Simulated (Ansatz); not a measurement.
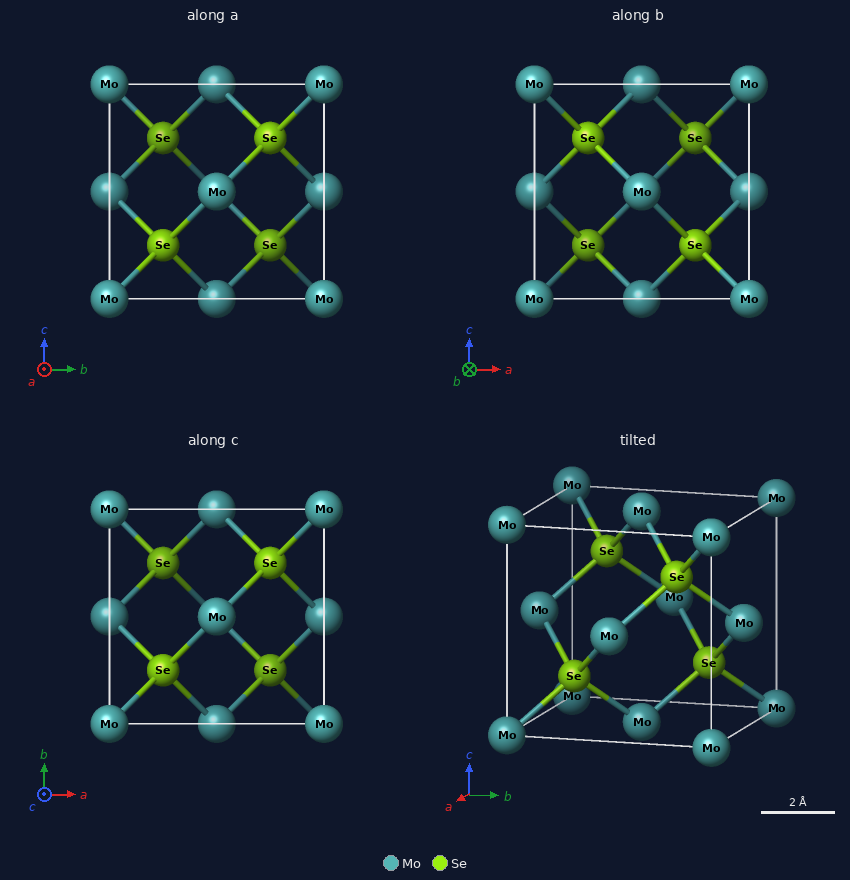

Crystal structure, ball-and-stick style, seen along the a axis, along the b axis, along the c axis and slightly off an axis. The wireframe shows the conventional unit cell.

Lattice parameters: a = 5.9406 Å, b = 5.9406 Å, c = 5.9406 Å, α = 90.000°, β = 90.000°, γ = 90.000°.

Q: Put the structure into a CIF with its space group and independent sites.

A:
```cif
data_structure
_symmetry_space_group_name_H-M 'F -4 3 m'
_symmetry_Int_Tables_number 216
_cell_length_a 5.9406
_cell_length_b 5.9406
_cell_length_c 5.9406
_cell_angle_alpha 90.000
_cell_angle_beta 90.000
_cell_angle_gamma 90.000
_cell_volume 209.65
loop_
_atom_site_label
_atom_site_type_symbol
_atom_site_symmetry_multiplicity
_atom_site_Wyckoff_symbol
_atom_site_fract_x
_atom_site_fract_y
_atom_site_fract_z
_atom_site_occupancy
Mo1 Mo 4 a 0.0000 0.0000 0.0000 1
Se1 Se 4 d 0.2500 0.2500 0.7500 1
```

The model was built from a structure type filled with these elements by a generator (whether the compound takes this form wasn't checked). Earlier steps of the study may have refined or changed the cell and positions. A calculation with Ansatz used it as input.

At this level of theory the cell isn't at rest (compressed, at 7 GPa), so its distances can differ from those at equilibrium, the more so the softer the solid.
